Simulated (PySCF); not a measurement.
```tsv
atom	x (Å)	y (Å)	z (Å)
N	-1.2450	0.0311	-0.0310
B	0.0652	-0.4317	0.2029
N	1.2121	0.3053	-0.1529
H	-2.0500	-0.5063	0.2295
H	-1.4689	0.9135	-0.4566
H	0.2108	-1.5006	0.7276
H	2.1376	-0.0364	0.0243
H	1.1939	1.2064	-0.5974
```

Geometry: PBE0-D3(BJ)/def2-TZVP.

Computed with PBE0/pcSseg-2, SCF density, gas phase, non-relativistic (PySCF 2.14.0).

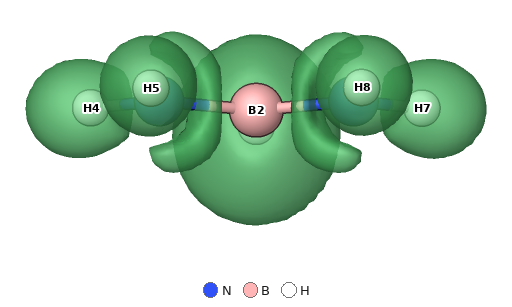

BH5N2 (diaminoborane). Isosurface of the ELF at 0.85 (green), seen from one side. Only the valence region is drawn (cores and ρ < 0.01 e/Å³ removed).

> Describe the localisation domains.

The surface consists of two regions between bonded B–N atoms (shared pairs) and five regions around hydrogen nuclei. Profiles from the grid: B–N (1.41 Å): the ELF peaks at about 0.95 between the atoms; a polar covalent bond. N–H (1.00 Å): the ELF climbs to about 1 towards the hydrogen, as it does in any bond to H: an ordinary covalent bond to hydrogen.
